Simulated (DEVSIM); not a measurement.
System: CdS/CdTe n-p heterojunction, at 300 K.

| layer (left to right) | material | thickness (μm) | Nd (cm⁻³) | Na (cm⁻³) | τn (s) | τp (s) |
|---|---|---|---|---|---|---|
| 1 | CdS | 0.240 | 7.5e16 | - | 1.1e-9 | 1.1e-9 |
| 2 | CdTe | 0.170 | - | 7.2e16 | 1.1e-9 | 1.1e-9 |

Left contact: ohmic. Right contact: ohmic. Voltage is applied to the left contact. Recombination: SRH at mid-gap. Mobility is μmin + (μ − μmin)/(1 + (N/Nref)^α).

The device is made up for the run: typed textbook-type constants, with dimensions and the other settings drawn at random. Values at 300 K.

```csv
parameter,CdS,CdTe
gap (eV),2.4,1.5
affinity (eV),4.3,4.28
permittivity,9,10.2
Nc (cm⁻³),2.2e18,8e17
Nv (cm⁻³),1.8e19,1.8e19
μn (cm²/Vs),300,1000
μp (cm²/Vs),25,80
"μn,min",30,100
"μp,min",3,10
"Nref,n",1e17,1e17
"Nref,p",1e17,1e17
αn,0.6,0.6
αp,0.6,0.6
```

DEVSIM, 1D drift-diffusion, Boltzmann statistics, complete ionisation; no tunnelling, impact ionisation, image-force lowering or self-heating. Band offsets follow the typed affinities; no thermionic-emission limit at abrupt steps, no polarisation charge.

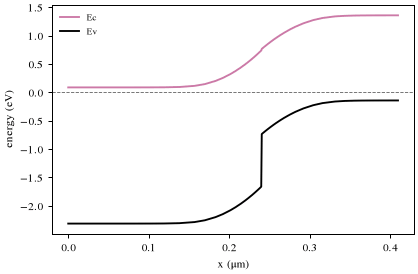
Band edges at zero bias

Energies count from the Fermi level of the right contact; mesh points crowd at the junctions.

```
x (μm)    Ec (eV)  Ev (eV)  n (cm⁻³)  p (cm⁻³)  field (V/cm)
--------  -------  -------  --------  --------  ------------
0.000       0.087   -2.313    7.5e16     < 1e2           ≈ 0
0.003657    0.087   -2.313    7.5e16     < 1e2           ≈ 0
0.009407    0.087   -2.313    7.5e16     < 1e2           ≈ 0
0.01993     0.087   -2.313    7.5e16     < 1e2           ≈ 0
0.04747     0.087   -2.313    7.5e16     < 1e2           ≈ 0
0.08230     0.087   -2.312    7.5e16     < 1e2            82
0.1381      0.094   -2.305    5.7e16     < 1e2          5300
0.1922      0.254   -2.146    1.2e14     < 1e2         65000
0.2145      0.437   -1.964    1.0e11     < 1e2         99000
0.2274      0.576   -1.824     4.6e8     < 1e2        120000
0.2348      0.669   -1.732     1.3e7     < 1e2        130000
0.2400      0.737   -1.663    900000     < 1e2        130000
0.2433      0.797   -0.703     33000     2.8e7        120000
0.2488      0.859   -0.641      3000     3.1e8        110000
0.2637      1.009   -0.491     < 1e2    1.0e11         91000
0.2824      1.156   -0.344     < 1e2    3.0e13         67000
0.3162      1.311   -0.189     < 1e2    1.2e16         25000
0.3561      1.353   -0.146     < 1e2    6.2e16          2600
0.3856      1.357   -0.143     < 1e2    7.1e16           350
0.3979      1.357   -0.143     < 1e2    7.2e16           170
0.4050      1.357   -0.143     < 1e2    7.2e16           130
0.4100      1.357   -0.143     < 1e2    7.2e16           120
```
